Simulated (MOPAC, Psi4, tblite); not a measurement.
Approach curve of the dimer HBr ··· BF3 (SMILES Br and FB(F)F), singlet. Monomers: optimised at B3LYP-D3(BJ) (def2-TZVP), held rigid. Orientation: a random orientation, not optimised. Only R, the distance of the centres of mass, is varied, so the lowest point isn't the relaxed dimer.

Geometry at R = 4.25 Å (first 2 atoms: monomer A):
```
6

Br     0.7124     0.0000     0.0000
H     -0.7124     0.0000     0.0000
F     -2.5443     2.7182    -0.4139
B     -2.8305     2.2518     0.7826
F     -3.0130     0.9612     0.9586
F     -2.9311     3.0752     1.8038
```

Levels of theory: revPBE-D3(BJ)/def2-TZVP, counterpoise-corrected (Psi4); revPBE/def2-TZVP, counterpoise-corrected (Psi4); PM3, restricted, heats of formation (MOPAC); GFN2-xTB (tblite); MP2/aug-cc-pVDZ = DF-MP2/aug-cc-pVDZ, frozen core, counterpoise-corrected in Psi4.

Interaction energies in kcal/mol (negative: bound); R is the distance of the centres of mass, d the H2···F5 distance.

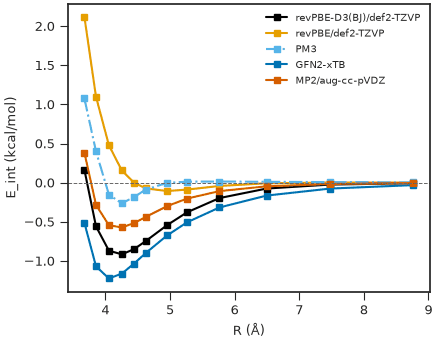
Figure. Interaction energy against separation.

```json
[
 {"R / Å": "3.67", "d / Å": "2.11", "revPBE-D3(BJ)/def2-TZVP": "0.17", "revPBE/def2-TZVP": "2.12", "PM3": "1.08", "GFN2-xTB": "-0.51", "MP2/aug-cc-pVDZ": "0.39"},
 {"R / Å": "3.85", "d / Å": "2.29", "revPBE-D3(BJ)/def2-TZVP": "-0.56", "revPBE/def2-TZVP": "1.10", "PM3": "0.40", "GFN2-xTB": "-1.07", "MP2/aug-cc-pVDZ": "-0.28"},
 {"R / Å": "4.05", "d / Å": "2.48", "revPBE-D3(BJ)/def2-TZVP": "-0.87", "revPBE/def2-TZVP": "0.48", "PM3": "-0.15", "GFN2-xTB": "-1.22", "MP2/aug-cc-pVDZ": "-0.54"},
 {"R / Å": "4.25", "d / Å": "2.67", "revPBE-D3(BJ)/def2-TZVP": "-0.92", "revPBE/def2-TZVP": "0.16", "PM3": "-0.26", "GFN2-xTB": "-1.16", "MP2/aug-cc-pVDZ": "-0.57"},
 {"R / Å": "4.44", "d / Å": "2.86", "revPBE-D3(BJ)/def2-TZVP": "-0.85", "revPBE/def2-TZVP": "0.00", "PM3": "-0.18", "GFN2-xTB": "-1.03", "MP2/aug-cc-pVDZ": "-0.52"},
 {"R / Å": "4.62", "d / Å": "3.03", "revPBE-D3(BJ)/def2-TZVP": "-0.75", "revPBE/def2-TZVP": "-0.07", "PM3": "-0.09", "GFN2-xTB": "-0.90", "MP2/aug-cc-pVDZ": "-0.44"},
 {"R / Å": "4.95", "d / Å": "3.35", "revPBE-D3(BJ)/def2-TZVP": "-0.54", "revPBE/def2-TZVP": "-0.11", "PM3": "0.00", "GFN2-xTB": "-0.67", "MP2/aug-cc-pVDZ": "-0.30"},
 {"R / Å": "5.26", "d / Å": "3.66", "revPBE-D3(BJ)/def2-TZVP": "-0.38", "revPBE/def2-TZVP": "-0.09", "PM3": "0.01", "GFN2-xTB": "-0.51", "MP2/aug-cc-pVDZ": "-0.20"},
 {"R / Å": "5.76", "d / Å": "4.15", "revPBE-D3(BJ)/def2-TZVP": "-0.20", "revPBE/def2-TZVP": "-0.04", "PM3": "0.01", "GFN2-xTB": "-0.32", "MP2/aug-cc-pVDZ": "-0.11"},
 {"R / Å": "6.49", "d / Å": "4.87", "revPBE-D3(BJ)/def2-TZVP": "-0.08", "revPBE/def2-TZVP": "-0.01", "PM3": "0.01", "GFN2-xTB": "-0.17", "MP2/aug-cc-pVDZ": "-0.05"},
 {"R / Å": "7.47", "d / Å": "5.85", "revPBE-D3(BJ)/def2-TZVP": "-0.02", "revPBE/def2-TZVP": "0.00", "PM3": "0.01", "GFN2-xTB": "-0.08", "MP2/aug-cc-pVDZ": "-0.02"},
 {"R / Å": "8.76", "d / Å": "7.13", "revPBE-D3(BJ)/def2-TZVP": "-0.01", "revPBE/def2-TZVP": "0.00", "PM3": "0.00", "GFN2-xTB": "-0.03", "MP2/aug-cc-pVDZ": "0.00"}
]
```

Lowest grid point: revPBE-D3(BJ)/def2-TZVP -0.92 kcal/mol at R = 4.25 Å; revPBE/def2-TZVP -0.11 kcal/mol at R = 4.95 Å; PM3 -0.26 kcal/mol at R = 4.25 Å; GFN2-xTB -1.22 kcal/mol at R = 4.05 Å; MP2/aug-cc-pVDZ -0.57 kcal/mol at R = 4.25 Å.
